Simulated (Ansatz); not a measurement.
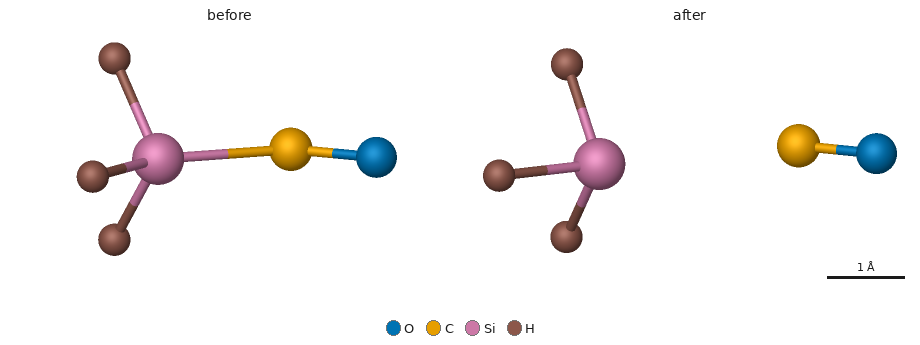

The structure of CH3OSi (charge −1) before (left) and after (right) a relaxation, at one scale.

The picture is a ball-and-stick view, seen at a tilt.

The run prepares an end point of a later path (torsion) calculation, from a guessed geometry.

These are results of RKS B3LYP-D4/6-31G* (Ansatz), not measurements. Settings: no spin polarisation; force threshold 0.015 eV/Å; at most 40 steps.

Q: Describe what moved and what it gained.

A: The energy falls by 85.5 kJ/mol in 9 accepted moves (11 points after the start). Largest force component: 2.5 eV/Å at the start, 0.0039 eV/Å at the end. The line search rejected the trial steps at points 6, 9 of the run. The atom that moves furthest after the best rigid fit is an H atom (0.70 Å). By element the largest moves are H 0.70 Å, C 0.67 Å, O 0.58 Å, Si 0.43 Å. Some distances before and after: C–Si 1.861 → 2.907 Å, C–O 1.241 → 1.155 Å, H–Si 1.496 → 1.538 Å, H–Si 1.517 → 1.550 Å. Bonds break: C–Si (1.86 → 2.91 Å). Bond angles that change, for instance: H–Si–H 106.5° → 95.7°, H–Si–H 99.8° → 95.8°. The run took roughly 20 core-seconds on a shared host.

Limits of the set-up: the basis has no diffuse functions, which an anion needs.
